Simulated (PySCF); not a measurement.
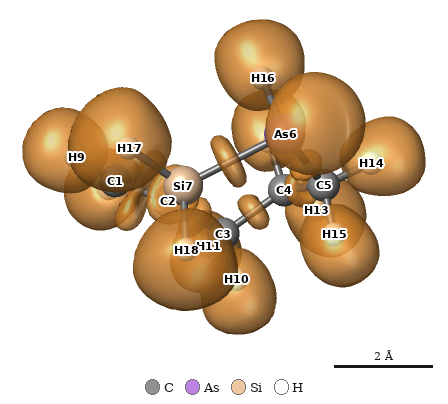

C$_{5}$H$_{11}$AsSi (SMILES C=C1CCC[AsH][SiH2]1). Isosurface of the ELF at 0.85 (orange), seen from one side. Core shells and regions of very low density are left out.

Geometry: GFN2-xTB.

Theory: PySCF, CAM-B3LYP/def2-SVPD, SCF density, gas phase.

```yaml
atoms:
  - { symbol: C, position_ang: [1.9623, -0.8989, 1.0902] }
  - { symbol: C, position_ang: [1.1406, -0.4253, 0.1644] }
  - { symbol: C, position_ang: [-0.0360, -1.2273, -0.3125] }
  - { symbol: C, position_ang: [-1.3699, -0.6414, 0.1693] }
  - { symbol: C, position_ang: [-1.8310, 0.6046, -0.5820] }
  - { symbol: As, position_ang: [-0.8308, 2.2964, -0.2531] }
  - { symbol: Si, position_ang: [1.2631, 1.3157, -0.5537] }
  - { symbol: H, position_ang: [1.8433, -1.8850, 1.5180] }
  - { symbol: H, position_ang: [2.7976, -0.3236, 1.4538] }
  - { symbol: H, position_ang: [-0.0383, -1.2640, -1.4065] }
  - { symbol: H, position_ang: [0.0461, -2.2534, 0.0589] }
  - { symbol: H, position_ang: [-1.2911, -0.4193, 1.2391] }
  - { symbol: H, position_ang: [-2.1373, -1.4146, 0.0548] }
  - { symbol: H, position_ang: [-2.8809, 0.7940, -0.3267] }
  - { symbol: H, position_ang: [-1.8054, 0.4154, -1.6613] }
  - { symbol: H, position_ang: [-0.7698, 2.1087, 1.2447] }
  - { symbol: H, position_ang: [2.3738, 2.0314, 0.0871] }
  - { symbol: H, position_ang: [1.5548, 1.1928, -1.9963] }
```

### Identify the bonds, lone pairs and shells in this picture.

At this value the surface marks out one region between bonded As–C atoms (shared pairs), one region between bonded As–Si atoms (shared pairs), four regions between bonded C–C atoms (shared pairs), one region between bonded C–Si atoms (shared pairs), eleven regions around hydrogen nuclei and one lobe on As, pointing away from the bonds (lone pairs).

Values along the shortest contacts:
C–C (1.33 Å): the ELF peaks at about 0.90 between the atoms (a multiple bond). C–Si (1.89 Å): the ELF peaks at about 1 between the atoms (a covalent bond).
